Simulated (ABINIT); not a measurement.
# GeBr2 (P-3m1): third-order response

Which lines does GeBr2 (P-3m1) show in Raman and infrared spectra?

Main program and level: ABINIT 10.8.3; DFT LDA, scalar-relativistic, plane waves, HGH norm-conserving pseudopotentials.

The structure was built from a prototype and need not be the compound's stable phase.

## Step 1: The structure

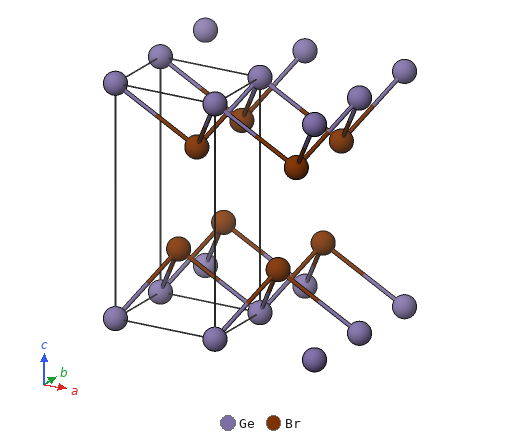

Start, viewed slightly off an axis; germanium purple, bromine brown. 2×2×1 cells are drawn. Bonds to atoms that aren't drawn are left out. Some periodic images of atoms are drawn too.

## Step 2: A first look

A first run with smearing and empty bands tells whether the crystal has a gap, which decides between fixed occupations and smearing later on.

The input, probe.abi:

```
# ground state
tolvrs 1.0d-08
prtden 1
prtwf 1

# basis, mesh and filling
ecut 20.0
ixc 7
ngkpt 6 6 4
nshiftk 1
shiftk 0.0 0.0 0.0
istwfk *1
occopt 7
tsmear 0.005
nband 15
nstep 100
diemac 9.0
prtebands 0
prtgsr 0

# cell and atoms
acell 3*1.0 Angstrom
rprim 
    4.14700153 0.0 0.0
    -2.073500765 3.591408675 0.0
    0.0 0.0 6.71814
ntypat 2
znucl 32 35
natom 3
typat 1 2 2
xred 
    0.0 0.0 0.0
    1/3 2/3 0.25
    2/3 1/3 0.75
pp_dirpath "./pseudo"
pseudos "Ge.hgh, Br.hgh"
```

Started as:

```
$ OMP_NUM_THREADS=1 mpirun -n 4 abinit probe.abi > probe.log
```

Numbers of over 12 decimals in the logs are rounded to 6 here.

probe.abo, the main output file:

```text
[banners, grids, parts of the stress and lines that vanish by symmetry left out]
- input  file    -> probe.abi
- output file    -> probe.abo
- root for input  files -> probei
[...]
Symmetries : space group P-3 m 1 (#164); Bravais hP (primitive hexag.)
[...]
mpw =        2910          nfft =       55296          nkpt =          24
[...]
== DATASET  1 ==================================================================
[...]
cutoff_energies: {ecut:  20.0, pawecutdg:  -1.0, }
[...]
Exchange-correlation functional for the present dataset will be:
  LDA: Perdew-Wang 92 LSD fit to Ceperley-Alder data - ixc=7
[...]
ETOT  1  -30.643570812337    -3.064E+01 2.305E-02 1.541E+03
 ETOT  2  -30.906947806844    -2.634E-01 7.100E-03 4.093E+02
 ETOT  3  -30.987336262255    -8.039E-02 2.859E-03 2.019E+01
 ETOT  4  -30.991169806895    -3.834E-03 3.035E-04 2.049E-01
 ETOT  5  -30.991165346317     4.461E-06 1.019E-04 1.408E-01
[...]
ETOT  9  -30.991186902645    -2.267E-10 7.285E-05 2.036E-08
 ETOT 10  -30.991186902651    -5.677E-12 8.176E-05 4.451E-10
 At SCF step   10       vres2   =  4.45E-10 < tolvrs=  1.00E-08 =>converged.
[...]
sigma(1 1)=  2.30472512E-04  sigma(3 2)=  0.00000000E+00
  sigma(2 2)=  2.30472512E-04  sigma(3 1)=  0.00000000E+00
  sigma(3 3)=  2.27180236E-04  sigma(2 1)=  0.00000000E+00
[...]
convergence: {deltae: -5.677E-12, res2:  4.451E-10, residm:  8.176E-05, diffor: null, }
etotal    :  -3.09911869E+01
[...]
sigma(1 1)=  2.30472512E-04  sigma(3 2)=  0.00000000E+00
  sigma(2 2)=  2.30472512E-04  sigma(3 1)=  0.00000000E+00
  sigma(3 3)=  2.27180236E-04  sigma(2 1)=  0.00000000E+00
[...]
- sigma(1 1)=  6.78073541E+00  sigma(3 2)=  0.00000000E+00
- sigma(2 2)=  6.78073540E+00  sigma(3 1)=  0.00000000E+00
- sigma(3 3)=  6.68387330E+00  sigma(2 1)=  0.00000000E+00
[...]
fcart     -0.0000000000E+00 -4.2319854360E-28 -0.0000000000E+00
           strten      2.3047251203E-04  2.3047251165E-04  2.2718023592E-04
================================================================================

[key lines of the parts left out:]
pressure_GPa:  -6.7484E+00
```

Elapsed: 7.9 s, on 4 MPI ranks of Arm Neoverse V1, shared host.

Numbers from this step:

```yaml
volume_per_atom: 33.35 Å³
pressure: -6.748 GPa
gap_on_the_k_mesh: 2.114 eV
```

A gap of 2.1 eV opens on this mesh, so the crystal is taken as an insulator; the printed pressure holds the stress of the finite basis too.

## Step 3: Rough relaxation

The typed start is rough, so a first relaxation with smearing and loose thresholds takes it towards rest cheaply.

The input, prerelax.abi:

```
# relaxation
ionmov 2
optcell 2
dilatmx 1.15
chkdilatmx 0
ntime 40
tolmxf 3.0d-04
tolvrs 1.0d-10
prtwf 0
prtden 0
chksymtnons 0

# basis, mesh and filling
ecut 21.0
ecutsm 3.0
ixc 7
ngkpt 6 6 4
nshiftk 1
shiftk 0.0 0.0 0.0
istwfk *1
occopt 7
tsmear 0.005
nband 15
nstep 100
diemac 9.0
prtebands 0
prtgsr 0

# cell and atoms
acell 3*1.0 Angstrom
rprim 
    4.14700153 0.0 0.0
    -2.073500765 3.591408675 0.0
    0.0 0.0 6.71814
ntypat 2
znucl 32 35
natom 3
typat 1 2 2
xred 
    0.0 0.0 0.0
    1/3 2/3 0.25
    2/3 1/3 0.75
pp_dirpath "./pseudo"
pseudos "Ge.hgh, Br.hgh"
```

Started as:

```
$ OMP_NUM_THREADS=1 mpirun -n 4 abinit prerelax.abi > prerelax.log
```

prerelax.abo, the main output file:

```text
[banners, grids, parts of the stress and lines that vanish by symmetry left out]
- input  file    -> prerelax.abi
- output file    -> prerelax.abo
- root for input  files -> prerelaxi
[...]
Symmetries : space group P-3 m 1 (#164); Bravais hP (primitive hexag.)
[...]
mpw =        4770          nfft =      102400          nkpt =          24
[...]
== DATASET  1 ==================================================================
[...]
cutoff_energies: {ecut:  21.0, pawecutdg:  -1.0, }
[...]
Exchange-correlation functional for the present dataset will be:
  LDA: Perdew-Wang 92 LSD fit to Ceperley-Alder data - ixc=7
[...]
ETOT  1  -30.641748764844    -3.064E+01 1.681E-02 2.836E+03
 ETOT  2  -30.906206404008    -2.645E-01 5.164E-03 7.455E+02
 ETOT  3  -30.986005091220    -7.980E-02 1.592E-03 3.793E+01
 ETOT  4  -30.989859408849    -3.854E-03 7.124E-05 3.498E-01
[...]
ETOT  8  -31.000804032700    -3.553E-13 3.709E-07 5.410E-11
 At SCF step    8       vres2   =  5.41E-11 < tolvrs=  1.00E-10 =>converged.
[...]
sigma(1 1)=  1.78198947E-06  sigma(3 2)=  0.00000000E+00
  sigma(2 2)=  1.78198899E-06  sigma(3 1)=  0.00000000E+00
  sigma(3 3)=  7.18061130E-07  sigma(2 1)=  0.00000000E+00
[...]
convergence: {deltae: -3.553E-13, res2:  5.410E-11, residm:  3.709E-07, diffor: null, }
etotal    :  -3.10008040E+01
[...]
At Broyd/MD step  17, gradients are converged :
[...]
sigma(1 1)=  1.78198947E-06  sigma(3 2)=  0.00000000E+00
  sigma(2 2)=  1.78198899E-06  sigma(3 1)=  0.00000000E+00
  sigma(3 3)=  7.18061130E-07  sigma(2 1)=  0.00000000E+00
[...]
- sigma(1 1)=  5.24279403E-02  sigma(3 2)=  0.00000000E+00
- sigma(2 2)=  5.24279262E-02  sigma(3 1)=  0.00000000E+00
- sigma(3 3)=  2.11260878E-02  sigma(2 1)=  0.00000000E+00
[...]
fcart     -3.8782393630E-28  2.2391025399E-28 -0.0000000000E+00
           strten      1.7819894708E-06  1.7819889919E-06  7.1806113035E-07
================================================================================

[key lines of the parts left out:]
pressure_GPa:  -4.1994E-02
Total energy (etotal) [Ha]= -3.10008040326996E+01
```

Run time: 3.7 min. Hardware: 4 MPI ranks; 15 min of CPU time.

The steps of the relaxation:

```
step  energy less that of the first step (eV)  largest force (eV/Å)  volume (Å³)
   1                                   0.0000                0.7239       100.06
   2                                  -0.0554                0.6391        98.54
   3                                  -0.2538                0.4127        85.12
   4                                  -0.2677                0.1283        87.94
   5                                  -0.2687                0.1601        87.49
   6                                  -0.2707                0.1937        86.78
   7                                  -0.2744                0.2199        85.52
   8                                  -0.2799                0.1980        83.87
   9                                  -0.2843                0.1089        82.88
  10                                  -0.2860                0.0356        83.08
  11                                  -0.2866                0.0107        83.44
  12                                  -0.2871                0.0008        83.64
  13                                  -0.2886                0.0203        83.86
  14                                  -0.2915                0.0405        83.63
  15                                  -0.2953                0.0505        82.49
  16                                  -0.2969                0.0318        81.44
  17                                  -0.2974                0.0041        81.06
```

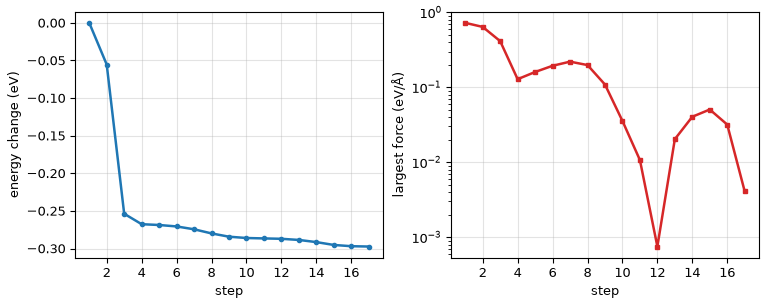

Energy and largest force along the relaxation.

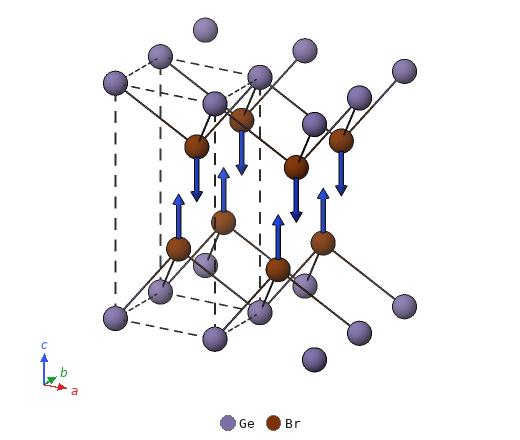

Displacements in the relaxation, exaggerated, measured against the changing cell; the longest in the cell stands for 0.07 Å. Bonds to atoms that aren't drawn are left out. 2×2×1 cells are drawn. Some periodic images of atoms are drawn too.

```csv
"conventional cell, symmetrised",before,after,change
a (Å),4.147,3.919,-5.5 %
b (Å),4.147,3.919,-5.5 %
c (Å),6.718,6.094,-9.3 %
volume (Å³/atom),33.35,27.02,-19.0 %
```

The atoms that moved most (Å, as changes of fractional coordinates times the final cell):

| atom | dx | dy | dz | length |
| --- | --- | --- | --- | --- |
| Br2 | 0.000 | 0.000 | 0.071 | 0.071 |
| Br3 | 0.000 | 0.000 | -0.071 | 0.071 |

The relaxed structure:

```cif
data_structure
_symmetry_space_group_name_H-M 'P 1'
_symmetry_Int_Tables_number 1
_cell_length_a 3.9190
_cell_length_b 3.9190
_cell_length_c 6.0943
_cell_angle_alpha 90.000
_cell_angle_beta 90.000
_cell_angle_gamma 120.000
_cell_volume 81.06
loop_
_atom_site_label
_atom_site_type_symbol
_atom_site_fract_x
_atom_site_fract_y
_atom_site_fract_z
_atom_site_occupancy
Ge1 Ge 0.00000 0.00000 0.00000 1
Br2 Br 0.33333 0.66667 0.26170 1
Br3 Br 0.66667 0.33333 0.73830 1
```

This step gave:

| Item | Value |
| --- | --- |
| volume per atom | 27.02 Å³ |
| pressure | -0.04199 GPa |
| gap on the k-mesh | 1.814 eV |

The volume changes by -19.0 % in this run and stands -19.0 % from the first cell.

## Step 4: Rough relaxation

The cell changed much, so the rough relaxation is repeated on a basis made for the new cell.

prerelax.abi, as its differences from that of step 3:

```diff
@@ -31,5 +31,5 @@
 rprim 
-    4.14700153 0.0 0.0
-    -2.073500765 3.591408675 0.0
-    0.0 0.0 6.71814
+    3.918992047 0.0 0.0
+    -1.959496023 3.39394667 0.0
+    0.0 0.0 6.094256135
 ntypat 2
@@ -40,4 +40,4 @@
     0.0 0.0 0.0
-    1/3 2/3 0.25
-    2/3 1/3 0.75
+    1/3 2/3 0.2616965194
+    2/3 1/3 0.7383034805
 pp_dirpath "./pseudo"
```

prerelax.abo, the main output file:

```text
[banners, grids, parts of the stress and lines that vanish by symmetry left out]
- input  file    -> prerelax.abi
- output file    -> prerelax.abo
- root for input  files -> prerelaxi
[...]
Symmetries : space group P-3 m 1 (#164); Bravais hP (primitive hexag.)
[...]
mpw =        3867          nfft =       77760          nkpt =          24
[...]
== DATASET  1 ==================================================================
[...]
cutoff_energies: {ecut:  21.0, pawecutdg:  -1.0, }
[...]
Exchange-correlation functional for the present dataset will be:
  LDA: Perdew-Wang 92 LSD fit to Ceperley-Alder data - ixc=7
[...]
ETOT  1  -30.715901757172    -3.072E+01 2.605E-02 1.950E+03
 ETOT  2  -30.941289280685    -2.254E-01 4.842E-03 4.790E+02
 ETOT  3  -30.999337168897    -5.805E-02 3.332E-03 1.261E+01
 ETOT  4  -31.000794531168    -1.457E-03 3.223E-04 1.256E-01
 ETOT  5  -31.000798944727    -4.414E-06 1.056E-04 4.976E-02
[...]
ETOT  9  -31.000804080706    -6.235E-12 2.216E-05 2.464E-09
 ETOT 10  -31.000804080706    -4.086E-13 1.077E-05 7.871E-12
 At SCF step   10       vres2   =  7.87E-12 < tolvrs=  1.00E-10 =>converged.
[...]
sigma(1 1)=  1.78202040E-06  sigma(3 2)=  0.00000000E+00
  sigma(2 2)=  1.78202033E-06  sigma(3 1)=  0.00000000E+00
  sigma(3 3)=  7.18126985E-07  sigma(2 1)= -2.60102385E-13
[...]
convergence: {deltae: -4.086E-13, res2:  7.871E-12, residm:  1.077E-05, diffor: null, }
etotal    :  -3.10008041E+01
[...]
At Broyd/MD step   1, gradients are converged :
[...]
sigma(1 1)=  1.78202040E-06  sigma(3 2)=  0.00000000E+00
  sigma(2 2)=  1.78202033E-06  sigma(3 1)=  0.00000000E+00
  sigma(3 3)=  7.18126985E-07  sigma(2 1)= -2.60102385E-13
[...]
- sigma(1 1)=  5.24288502E-02  sigma(3 2)=  0.00000000E+00
- sigma(2 2)=  5.24288481E-02  sigma(3 1)=  0.00000000E+00
- sigma(3 3)=  2.11280253E-02  sigma(2 1)= -7.65247638E-09
[...]
fcart     -1.9391196799E-28  3.3586538077E-28 -0.0000000000E+00
           strten      1.7820203970E-06  1.7820203254E-06  7.1812698523E-07
================================================================================

[key lines of the parts left out:]
pressure_GPa:  -4.1995E-02
Total energy (etotal) [Ha]= -3.10008040807062E+01
```

Elapsed: 11 s, on 4 MPI ranks; 45 s of CPU time.

Little changed from the start: no atom moved by 0.005 Å and no cell edge by 0.1 %.

This step gave:

```yaml
pressure: -0.04200 GPa
```

The volume changes by +0.0 % in this run and stands -19.0 % from the first cell.

## Step 5: Relaxing the cell and atoms

The harmonic expansion needs vanishing forces, and a free crystal bears no stress, so cell and atoms are brought to rest. Stress is more sensitive to the basis than forces are: the last 3 Ha under the cutoff are smoothed with ecutsm, and the cutoff is raised above that of the later runs.

The input, relax.abi:

```
# relaxation
ionmov 2
optcell 2
dilatmx 1.08
ntime 40
tolmxf 1.0d-05
tolvrs 1.0d-14
prtwf 0
prtden 0
chksymtnons 0

# basis, mesh and filling
ecut 26.0
ecutsm 3.0
ixc 7
ngkpt 6 6 4
nshiftk 1
shiftk 0.0 0.0 0.0
istwfk *1
occopt 1
nband 9
nstep 100
diemac 9.0
prtebands 0
prtgsr 0

# cell and atoms
acell 3*1.0 Angstrom
rprim 
    3.91899205 0.0 0.0
    -1.959496025 3.393946672 0.0
    0.0 0.0 6.094256139
ntypat 2
znucl 32 35
natom 3
typat 1 2 2
xred 
    0.0 0.0 0.0
    1/3 2/3 0.2616965194
    2/3 1/3 0.7383034805
pp_dirpath "./pseudo"
pseudos "Ge.hgh, Br.hgh"
```

Started as:

```
$ OMP_NUM_THREADS=1 mpirun -n 4 abinit relax.abi > relax.log
```

relax.abo, the main output file:

```text
[banners, grids, parts of the stress and lines that vanish by symmetry left out]
- input  file    -> relax.abi
- output file    -> relax.abo
- root for input  files -> relaxi
[...]
Symmetries : space group P-3 m 1 (#164); Bravais hP (primitive hexag.)
[...]
mpw =        4390          nfft =       96000          nkpt =          24
[...]
== DATASET  1 ==================================================================
[...]
cutoff_energies: {ecut:  26.0, pawecutdg:  -1.0, }
[...]
Exchange-correlation functional for the present dataset will be:
  LDA: Perdew-Wang 92 LSD fit to Ceperley-Alder data - ixc=7
[...]
ETOT  1  -30.720629845107    -3.072E+01 1.458E-02 2.419E+03
 ETOT  2  -30.950010340145    -2.294E-01 3.491E-05 5.888E+02
 ETOT  3  -31.008999143725    -5.899E-02 1.361E-03 1.682E+01
 ETOT  4  -31.010452152524    -1.453E-03 3.087E-05 1.844E-01
 ETOT  5  -31.010465364898    -1.321E-05 7.991E-07 8.345E-02
[...]
At SCF step   12       vres2   =  3.72E-15 < tolvrs=  1.00E-14 =>converged.
[...]
sigma(1 1)=  1.92265242E-06  sigma(3 2)=  0.00000000E+00
  sigma(2 2)=  1.92265297E-06  sigma(3 1)=  0.00000000E+00
  sigma(3 3)=  8.59240060E-07  sigma(2 1)=  0.00000000E+00
[...]
convergence: {deltae: -3.482E-13, res2:  3.724E-15, residm:  3.609E-17, diffor: null, }
etotal    :  -3.10104722E+01
[...]
ETOT  1  -31.010472356305    -3.101E+01 9.704E-10 8.215E-04
[...]
At SCF step    9       vres2   =  1.86E-15 < tolvrs=  1.00E-14 =>converged.
[...]
sigma(1 1)=  1.65497608E-06  sigma(3 2)=  0.00000000E+00
  sigma(2 2)=  1.65497663E-06  sigma(3 1)=  0.00000000E+00
  sigma(3 3)=  6.00396382E-07  sigma(2 1)=  0.00000000E+00
[...]
convergence: {deltae: -2.878E-13, res2:  1.863E-15, residm:  1.597E-19, diffor: null, }
etotal    :  -3.10104724E+01
[...]
ETOT  1  -31.010471300283    -3.101E+01 8.839E-03 2.562E-02
[...]
At SCF step   10       vres2   =  2.44E-16 < tolvrs=  1.00E-14 =>converged.
[...]
sigma(1 1)=  1.76665324E-07  sigma(3 2)=  0.00000000E+00
  sigma(2 2)=  1.76665875E-07  sigma(3 1)=  0.00000000E+00
  sigma(3 3)= -8.01340651E-07  sigma(2 1)=  0.00000000E+00
[...]
convergence: {deltae: -1.563E-13, res2:  2.444E-16, residm:  1.032E-19, diffor: null, }
etotal    :  -3.10104728E+01
[...]
ETOT  1  -31.010472829367    -3.101E+01 6.515E-09 2.607E-05
[...]
At SCF step    8       vres2   =  7.43E-16 < tolvrs=  1.00E-14 =>converged.
[...]
sigma(1 1)=  1.50211155E-07  sigma(3 2)=  0.00000000E+00
  sigma(2 2)=  1.50211706E-07  sigma(3 1)=  0.00000000E+00
  sigma(3 3)= -8.00010807E-07  sigma(2 1)=  0.00000000E+00
[...]
convergence: {deltae: -5.684E-13, res2:  7.429E-16, residm:  1.055E-19, diffor: null, }
etotal    :  -3.10104728E+01
[...]
ETOT  1  -31.010471824182    -3.101E+01 3.512E-05 1.629E-02
[...]
sigma(1 1)= -2.45609257E-07  sigma(3 2)=  0.00000000E+00
  sigma(2 2)= -2.45608706E-07  sigma(3 1)=  0.00000000E+00
[...]
convergence: {deltae:  6.928E-13, res2:  6.657E-17, residm:  4.962E-20, diffor: null, }
etotal    :  -3.10104730E+01
[...]
ETOT  1  -31.010473036507    -3.101E+01 1.102E-10 8.173E-05
[...]
convergence: {deltae:  1.492E-13, res2:  3.298E-17, residm:  1.686E-20, diffor: null, }
etotal    :  -3.10104730E+01
[...]
ETOT  1  -31.010473048310    -3.101E+01 1.760E-10 3.700E-05
[...]
convergence: {deltae: -6.217E-13, res2:  2.698E-15, residm:  2.262E-19, diffor: null, }
etotal    :  -3.10104731E+01
[...]
ETOT  1  -31.010473050785    -3.101E+01 1.220E-10 5.299E-05
[...]
convergence: {deltae:  2.061E-13, res2:  5.128E-15, residm:  5.288E-19, diffor: null, }
etotal    :  -3.10104731E+01
[...]
ETOT  1  -31.010473044162    -3.101E+01 1.771E-10 1.597E-04
[...]
convergence: {deltae: -2.487E-14, res2:  2.150E-16, residm:  3.607E-20, diffor: null, }
etotal    :  -3.10104731E+01
[...]
ETOT  1  -31.010473052453    -3.101E+01 1.387E-10 1.892E-04
[...]
convergence: {deltae: -1.421E-14, res2:  1.891E-16, residm:  5.029E-20, diffor: null, }
etotal    :  -3.10104731E+01
[...]
ETOT  1  -31.010473079655    -3.101E+01 4.112E-10 1.152E-04
[...]
At SCF step    9       vres2   =  1.23E-16 < tolvrs=  1.00E-14 =>converged.
[...]
sigma(2 2)=  8.32751998E-08  sigma(3 1)=  0.00000000E+00
  sigma(3 3)=  1.09061104E-07  sigma(2 1)=  0.00000000E+00
[...]
convergence: {deltae: -1.421E-13, res2:  1.232E-16, residm:  1.394E-20, diffor: null, }
etotal    :  -3.10104731E+01
[...]
ETOT  1  -31.010473089579    -3.101E+01 1.474E-08 3.412E-05
[...]
ETOT  7  -31.010473091655    -1.421E-14 1.045E-17 2.419E-13
 ETOT  8  -31.010473091656    -3.588E-13 2.014E-19 1.735E-15
 At SCF step    8       vres2   =  1.73E-15 < tolvrs=  1.00E-14 =>converged.
[...]
sigma(1 1)=  2.07999463E-08  sigma(3 2)=  0.00000000E+00
  sigma(2 2)=  2.08004968E-08  sigma(3 1)=  0.00000000E+00
  sigma(3 3)=  2.38003098E-08  sigma(2 1)=  0.00000000E+00
[...]
convergence: {deltae: -3.588E-13, res2:  1.735E-15, residm:  2.014E-19, diffor: null, }
etotal    :  -3.10104731E+01
[...]
At Broyd/MD step  12, gradients are converged :
[...]
sigma(1 1)=  2.07999463E-08  sigma(3 2)=  0.00000000E+00
  sigma(2 2)=  2.08004968E-08  sigma(3 1)=  0.00000000E+00
  sigma(3 3)=  2.38003098E-08  sigma(2 1)=  0.00000000E+00
[...]
- sigma(1 1)=  6.11955549E-04  sigma(3 2)=  0.00000000E+00
- sigma(2 2)=  6.11971744E-04  sigma(3 1)=  0.00000000E+00
- sigma(3 3)=  7.00229290E-04  sigma(2 1)=  0.00000000E+00
[...]
fcart     -1.3582883764E-27  5.6014868563E-28 -0.0000000000E+00
           strten      2.0799946335E-08  2.0800496805E-08  2.3800309827E-08
================================================================================

[key lines of the parts left out:]
pressure_GPa:  -6.4139E-04
Total energy (etotal) [Ha]= -3.10104730916556E+01
```

The job ended after 90 s (4 MPI ranks).

Little changed from the start: no atom moved by 0.005 Å and no cell edge by 0.1 %.

Numbers from this step:

```yaml
volume_per_atom: 27.01 Å³
pressure: -6.41e-4 GPa
```

The volume changes by -0.0 % in this run and stands -19.0 % from the first cell.

[end of part 1 of 3]

[Host names and launcher messages were left out of these logs when they were recorded.]

[Logs are printed without paths, hosts, clocks, repeated set-up lines and the standing remarks that a program may print on its own settings, such as how far it seeks lower states.]

[Hosts, paths, dates, database ids (printed as entryN), source tags and the programs' standing remarks are cut or masked in the printed files.]
